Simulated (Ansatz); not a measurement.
**Geometry relaxation of CH7OSi (part 2 of 2)**

Continued. System: CH7OSi, multiplicity 2. Method: UKS PBE0-D4/def2-SVP (Ansatz 0.2.0). The input holds or restrains some coordinates.

Geometry of the input (Å):
```
H  -0.3539  -0.5310  0.4379
Si 1.1507  0.2752  -1.0706
O  0.6820  1.8750  -1.0713
C  -1.4131  -0.8388  1.4412
H  0.8723  -0.4991  -2.3270
H  2.4887  -0.0244  -0.4578
H  1.2306  2.3875  -1.6732
H  -0.8141  -1.3624  2.1946
H  -2.0851  -1.4511  0.8297
H  -1.7581  0.1691  1.6964
```

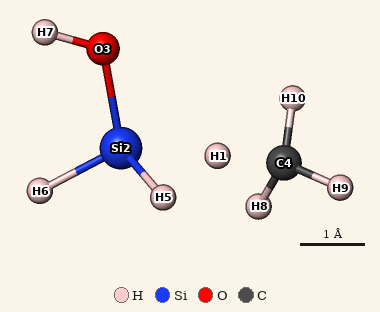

*The geometry at step 16 of the log (ball-and-stick view, seen at a tilt; atoms are numbered from 1 in the order of the input).*

Trajectory as extended XYZ, continued:
```
10
Properties=species:S:1:pos:R:3:forces:R:3 step=7 energy=-11062.06774
H    -0.4101   -0.4639    0.4682   -2.1759  -0.8728   2.1275
Si    1.1055    0.3057   -1.0484   -0.2673  -0.1433   0.2683
O     0.8226    1.9365   -1.2297   -0.0280  -0.0192   0.0208
C    -1.4298   -0.8894    1.4693    2.4601   1.0356  -2.4130
H     0.9123   -0.4473   -2.3331   -0.0109  -0.0001   0.0101
H     2.4830    0.0288   -0.5188   -0.0082   0.0023   0.0070
H     1.4051    2.4438   -1.8028    0.0230   0.0105  -0.0138
H    -0.8732   -1.4272    2.2451   -0.0021  -0.0002  -0.0012
H    -2.1311   -1.5273    0.9199    0.0009  -0.0017   0.0004
H    -1.8845    0.0403    1.8301    0.0085  -0.0112  -0.0062
10
Properties=species:S:1:pos:R:3:forces:R:3 step=8 energy=-11062.06801
H    -0.4364   -0.4165    0.4743   -2.1170  -1.0331   2.1296
Si    1.0866    0.3279   -1.0475   -0.2555  -0.1227   0.2507
O     0.8485    1.9602   -1.2793   -0.0012  -0.0146  -0.0094
C    -1.4303   -0.9020    1.4741    2.3583   1.2129  -2.3634
H     0.8844   -0.4605   -2.3100   -0.0156   0.0109   0.0189
H     2.4534    0.0311   -0.5001   -0.0124   0.0092   0.0073
H     1.4742    2.4481   -1.8247   -0.0057  -0.0262   0.0233
H    -0.8487   -1.4390    2.2334   -0.0152   0.0255  -0.0264
H    -2.1152   -1.5527    0.9176    0.0164   0.0157   0.0031
H    -1.9165    0.0033    1.8622    0.0480  -0.0777  -0.0337
10
Properties=species:S:1:pos:R:3:forces:R:3 step=9 energy=-11062.06825
H    -0.4345   -0.4168    0.4722   -2.1100  -1.0293   2.1274
Si    1.0910    0.3227   -1.0493   -0.2934  -0.1319   0.2870
O     0.8415    1.9548   -1.2706    0.0079  -0.0192  -0.0170
C    -1.4295   -0.8991    1.4725    2.3770   1.1916  -2.3853
H     0.8817   -0.4608   -2.3137    0.0066   0.0118   0.0210
H     2.4590    0.0328   -0.5008   -0.0132   0.0028  -0.0142
H     1.4665    2.4432   -1.8160   -0.0013  -0.0024   0.0143
H    -0.8482   -1.4343    2.2330   -0.0150   0.0177  -0.0216
H    -2.1136   -1.5499    0.9153    0.0124   0.0122   0.0093
H    -1.9140    0.0074    1.8573    0.0291  -0.0534  -0.0208
10
Properties=species:S:1:pos:R:3:forces:R:3 step=10 energy=-11062.06861
H    -0.4383   -0.4112    0.4741   -2.1098  -1.0387   2.1258
Si    1.0839    0.3289   -1.0506   -0.2913  -0.1268   0.2875
O     0.8454    1.9605   -1.2881    0.0265  -0.0084  -0.0360
C    -1.4297   -0.9019    1.4738    2.3801   1.1945  -2.3911
H     0.8713   -0.4661   -2.3069    0.0054   0.0109   0.0175
H     2.4493    0.0369   -0.4975   -0.0083   0.0027  -0.0141
H     1.4903    2.4456   -1.8142   -0.0224  -0.0202   0.0356
H    -0.8424   -1.4344    2.2314   -0.0181   0.0123  -0.0159
H    -2.1086   -1.5567    0.9151    0.0116   0.0112   0.0116
H    -1.9214   -0.0016    1.8626    0.0265  -0.0376  -0.0210
10
Properties=species:S:1:pos:R:3:forces:R:3 step=11 energy=-11062.03562 accepted=F
H    -0.4828   -0.3411    0.4877   -2.0480  -1.2549   2.1280
Si    1.0279    0.3692   -1.0623   -0.2917   0.0413   0.1885
O     0.8656    1.9959   -1.4305    1.4667   0.5959  -0.6145
C    -1.4285   -0.9229    1.4828    2.2633   1.3555  -2.3670
H     0.7969   -0.5161   -2.2564   -0.0086   0.0593   0.0487
H     2.3812    0.0722   -0.4856    0.0166   0.0106   0.0017
H     1.6813    2.4635   -1.7753   -1.4570  -0.8450   0.6582
H    -0.7926   -1.4333    2.2180   -0.0544   0.0289  -0.0322
H    -2.0670   -1.6128    0.9149    0.0520   0.0568   0.0383
H    -1.9821   -0.0745    1.9067    0.0611  -0.0485  -0.0497
10
Properties=species:S:1:pos:R:3:forces:R:3 step=12 energy=-11062.07311
H    -0.4308   -0.4168    0.4822   -2.1367  -1.0248   2.1143
Si    1.0810    0.3266   -1.0513   -0.2464  -0.1055   0.2702
O     0.8157    1.9448   -1.3453    0.0698   0.0590  -0.0768
C    -1.4335   -0.9019    1.4733    2.4588   1.1474  -2.4364
H     0.8423   -0.5117   -2.2697   -0.0343  -0.0285  -0.0252
H     2.4786    0.0830   -0.5600    0.0045   0.0038   0.0240
H     1.5331    2.4638   -1.7281   -0.0831  -0.0728   0.0881
H    -0.8557   -1.4334    2.2364    0.0105  -0.0162   0.0262
H    -2.1085   -1.5548    0.9100   -0.0140  -0.0110  -0.0070
H    -1.9223    0.0004    1.8522   -0.0291   0.0487   0.0226
10
Properties=species:S:1:pos:R:3:forces:R:3 step=13 energy=-11062.06545 accepted=F
H    -0.4186   -0.4128    0.4940   -2.1822  -1.0477   2.0852
Si    1.0712    0.3258   -1.0629   -0.2145  -0.1209   0.2907
O     0.7922    1.9324   -1.4142    0.9773   0.6685  -0.3448
C    -1.4316   -0.9019    1.4726    2.4855   1.1646  -2.3976
H     0.8181   -0.5563   -2.2473   -0.0359  -0.0058  -0.0199
H     2.4838    0.1161   -0.5924   -0.0221   0.0162   0.0083
H     1.5763    2.4870   -1.6438   -0.9812  -0.6977   0.3406
H    -0.8644   -1.4367    2.2410    0.0222  -0.0166   0.0356
H    -2.1034   -1.5532    0.9040   -0.0162  -0.0143  -0.0271
H    -1.9236   -0.0004    1.8489   -0.0329   0.0538   0.0291
10
Properties=species:S:1:pos:R:3:forces:R:3 step=14 energy=-11062.07750
H    -0.4258   -0.4115    0.4863   -2.1507  -1.0427   2.1035
Si    1.0760    0.3256   -1.0597   -0.2550  -0.1239   0.2844
O     0.8057    1.9375   -1.3836    0.0963   0.0709  -0.0884
C    -1.4309   -0.9010    1.4728    2.4457   1.1750  -2.4004
H     0.8322   -0.5330   -2.2635   -0.0225  -0.0180  -0.0129
H     2.4764    0.0986   -0.5664   -0.0020   0.0083   0.0058
H     1.5506    2.4721   -1.6833   -0.0998  -0.0773   0.0902
H    -0.8569   -1.4370    2.2365    0.0055  -0.0060   0.0133
H    -2.1058   -1.5514    0.9058   -0.0063  -0.0048  -0.0061
H    -1.9215    0.0002    1.8550   -0.0113   0.0185   0.0105
10
Properties=species:S:1:pos:R:3:forces:R:3 step=15 energy=-11062.08190
H    -0.4225   -0.4083    0.4881   -2.1594  -1.0518   2.1012
Si    1.0715    0.3247   -1.0675   -0.2688  -0.1520   0.2864
O     0.7982    1.9299   -1.4216    0.2333   0.1602  -0.1227
C    -1.4286   -0.9000    1.4725    2.4337   1.1897  -2.3780
H     0.8236   -0.5510   -2.2590   -0.0122  -0.0061   0.0033
H     2.4740    0.1110   -0.5724   -0.0054   0.0143  -0.0078
H     1.5644    2.4799   -1.6371   -0.2240  -0.1535   0.1174
H    -0.8567   -1.4375    2.2373    0.0000   0.0013   0.0012
H    -2.1032   -1.5496    0.9037    0.0014   0.0008  -0.0017
H    -1.9209    0.0008    1.8560    0.0014  -0.0030   0.0008
10
Properties=species:S:1:pos:R:3:forces:R:3 step=16 energy=-11062.09254
H    -0.4202   -0.3859    0.4999   -2.1698  -1.1192   2.0819
Si    1.0668    0.3321   -1.0693   -0.2854  -0.1438   0.2831
O     0.8102    1.9240   -1.4954    0.2497   0.1394  -0.1050
C    -1.4271   -0.9023    1.4709    2.4358   1.2533  -2.3513
H     0.7828   -0.5827   -2.2225   -0.0046   0.0131   0.0091
H     2.4776    0.1295   -0.5944    0.0044   0.0087  -0.0125
H     1.5882    2.4929   -1.5743   -0.2340  -0.1497   0.0903
H    -0.8550   -1.4405    2.2350    0.0006   0.0005   0.0014
H    -2.0888   -1.5546    0.8899    0.0031   0.0019   0.0006
H    -1.9348   -0.0126    1.8601    0.0000  -0.0044   0.0025
10
Properties=species:S:1:pos:R:3:forces:R:3 step=17 energy=-11062.10656
H    -0.3720   -0.3200    0.5770   -2.3152  -1.3112   1.8462
Si    1.0480    0.3345   -1.0796   -0.2386  -0.0680   0.2638
O     0.8315    1.9084   -1.6039    0.5713   0.2657   0.0147
C    -1.4173   -0.8994    1.4685    2.4619   1.3796  -2.1227
H     0.7222   -0.6160   -2.1932   -0.0143   0.0396   0.0469
H     2.4691    0.1367   -0.6288   -0.0077  -0.0141  -0.0194
H     1.5988    2.4952   -1.4774   -0.5447  -0.3268  -0.0188
H    -0.8768   -1.4494    2.2490   -0.0169   0.0146  -0.0382
H    -2.0281   -1.5505    0.8271    0.0727   0.0706   0.0601
H    -1.9756   -0.0395    1.8613    0.0315  -0.0500  -0.0326
10
Properties=species:S:1:pos:R:3:forces:R:3 step=18 energy=-11062.04698 accepted=F
H    -0.3831   -0.3211    0.5499   -2.2829  -1.2489   1.9925
Si    1.0434    0.3485   -1.0952   -0.2256  -0.0917   0.1508
O     0.8936    1.8899   -1.7494    1.7998   1.4210   1.1405
C    -1.4091   -0.8952    1.4668    2.4403   1.3506  -2.2360
H     0.6840   -0.6605   -2.1478   -0.0080   0.1427   0.0473
H     2.4597    0.1273   -0.6390   -0.0066  -0.0195   0.0106
H     1.5600    2.5407   -1.3243   -1.7843  -1.5822  -1.0922
H    -0.8584   -1.4407    2.2433   -0.0042   0.0193  -0.0414
H    -2.0215   -1.5510    0.8334    0.0338   0.0433   0.0651
H    -1.9688   -0.0379    1.8623    0.0375  -0.0345  -0.0371
10
Properties=species:S:1:pos:R:3:forces:R:3 step=19 energy=-11062.11988
H    -0.3700   -0.2994    0.5860   -2.3165  -1.3662   1.8422
Si    1.0633    0.3483   -1.0619   -0.3226  -0.1283   0.2342
O     0.8562    1.9008   -1.6493    0.4268   0.1486   0.0335
C    -1.4161   -0.9014    1.4614    2.4976   1.4520  -2.1073
H     0.6668   -0.6226   -2.1329    0.0063   0.0426   0.0455
H     2.4916    0.1217   -0.6519    0.0119   0.0116  -0.0250
H     1.5844    2.5112   -1.4563   -0.3602  -0.1825  -0.0229
H    -0.8760   -1.4508    2.2419   -0.0095   0.0105  -0.0215
H    -2.0102   -1.5548    0.8088    0.0463   0.0458   0.0379
H    -1.9900   -0.0529    1.8542    0.0199  -0.0341  -0.0167
10
Properties=species:S:1:pos:R:3:forces:R:3 step=20 energy=-11062.13539
H    -0.3698   -0.2936    0.5825   -2.3099  -1.3658   1.8627
Si    1.0690    0.3397   -1.0662   -0.2165  -0.1016   0.2467
O     0.8889    1.8812   -1.6841    0.2603   0.1714   0.0179
C    -1.4137   -0.8953    1.4607    2.5136   1.4565  -2.1230
H     0.6555   -0.6231   -2.1329   -0.0234   0.0081   0.0156
H     2.5000    0.0951   -0.6712   -0.0078  -0.0062   0.0028
H     1.5372    2.5368   -1.3914   -0.2506  -0.1769  -0.0230
H    -0.8721   -1.4310    2.2491   -0.0028   0.0073  -0.0129
H    -1.9970   -1.5608    0.8123    0.0248   0.0251   0.0216
H    -1.9981   -0.0490    1.8411    0.0124  -0.0178  -0.0084
10
Properties=species:S:1:pos:R:3:forces:R:3 step=21 energy=-11062.15317
H    -0.3862   -0.2703    0.5567   -2.2327  -1.3949   1.9191
Si    1.0678    0.3302   -1.0909   -0.2318  -0.1071   0.2706
O     0.9478    1.8642   -1.7406    0.1330   0.0793   0.0307
C    -1.4024   -0.8832    1.4594    2.4561   1.4760  -2.1775
H     0.6585   -0.6214   -2.1663   -0.0091   0.0020   0.0045
H     2.4742    0.0444   -0.6376   -0.0132  -0.0055  -0.0089
H     1.4580    2.5500   -1.2938   -0.1167  -0.0660  -0.0334
H    -0.8378   -1.3997    2.2442    0.0063   0.0068  -0.0060
H    -1.9811   -1.5675    0.8283    0.0050   0.0066   0.0025
H    -1.9989   -0.0467    1.8407    0.0030   0.0029  -0.0015
10
Properties=species:S:1:pos:R:3:forces:R:3 step=22 energy=-11062.15488
H    -0.3985   -0.3190    0.5062   -2.2125  -1.1236   2.1116
Si    1.0817    0.3297   -1.0993   -0.1474  -0.1896   0.1490
O     1.0297    1.8582   -1.7704   -0.1006  -0.0822  -0.0304
C    -1.4019   -0.8686    1.4624    2.5084   1.2982  -2.4153
H     0.6778   -0.6186   -2.1769   -0.0604   0.0139  -0.0339
H     2.4742   -0.0113   -0.6529    0.0288  -0.0080   0.1020
H     1.3234    2.5692   -1.1964    0.0423   0.1290   0.0543
H    -0.8126   -1.3591    2.2449   -0.0324  -0.0125   0.0229
H    -1.9904   -1.5671    0.8582   -0.0496  -0.0373   0.0503
H    -1.9835   -0.0135    1.8241    0.0233   0.0122  -0.0105
10
Properties=species:S:1:pos:R:3:forces:R:3 step=23 energy=-11062.16201
H    -0.4175   -0.2799    0.4904   -2.1053  -1.3077   2.0692
Si    1.0697    0.3165   -1.1288   -0.2697  -0.2667   0.3862
O     1.0277    1.8538   -1.7649    0.0298   0.1575  -0.0527
C    -1.3881   -0.8668    1.4582    2.3582   1.4153  -2.3522
H     0.6977   -0.6123   -2.2352    0.0195   0.0168  -0.0220
H     2.4245   -0.0304   -0.5746    0.0004   0.0110  -0.0289
H     1.3274    2.5651   -1.1895   -0.0184  -0.0239  -0.0201
H    -0.7821   -1.3502    2.2325    0.0007  -0.0020   0.0080
H    -1.9876   -1.5762    0.8768   -0.0075  -0.0014   0.0061
H    -1.9718   -0.0196    1.8350   -0.0077   0.0011   0.0065
10
Properties=species:S:1:pos:R:3:forces:R:3 step=24 energy=-11062.16325
H    -0.4332   -0.2721    0.4820   -2.0652  -1.3363   2.0998
Si    1.0683    0.3084   -1.1298   -0.2209  -0.0824   0.2362
O     1.0393    1.8527   -1.7657   -0.0109  -0.0209  -0.0004
C    -1.3894   -0.8640    1.4610    2.3034   1.4275  -2.3595
H     0.7213   -0.6065   -2.2567   -0.0090   0.0022   0.0040
H     2.4228   -0.0402   -0.5764   -0.0074   0.0024   0.0120
H     1.3110    2.5645   -1.1785    0.0029   0.0021   0.0121
H    -0.7726   -1.3427    2.2302    0.0029   0.0032  -0.0032
H    -1.9921   -1.5787    0.8891    0.0022   0.0027   0.0003
H    -1.9755   -0.0212    1.8446    0.0021  -0.0006  -0.0011
10
Properties=species:S:1:pos:R:3:forces:R:3 step=25 energy=-11062.16343
H    -0.4381   -0.2747    0.4728   -2.0456  -1.3229   2.1188
Si    1.0682    0.3068   -1.1342   -0.2506  -0.1011   0.2669
O     1.0401    1.8527   -1.7641    0.0026   0.0023  -0.0014
C    -1.3879   -0.8626    1.4603    2.2918   1.4198  -2.3831
H     0.7248   -0.6059   -2.2635    0.0035   0.0014  -0.0024
H     2.4165   -0.0425   -0.5668   -0.0010   0.0024  -0.0023
H     1.3067    2.5616   -1.1708   -0.0009  -0.0020   0.0016
H    -0.7651   -1.3372    2.2271    0.0011   0.0002   0.0003
H    -1.9936   -1.5800    0.8952   -0.0007  -0.0004   0.0011
H    -1.9717   -0.0183    1.8439   -0.0001   0.0002   0.0004
```

Results in brief:

| quantity | value |
| --- | --- |
| outcome | converged under the restraints of the input |
| total energy | −11062.1635 eV |
| mean-field energy | −11062.0512 eV |
| ⟨S²⟩ | 0.759 |
| largest force (length of the vector) at the end, held atoms and coordinates included | 3.598 eV/Å |
| wall time | 99 s |
| peak memory | 0.19 GiB |
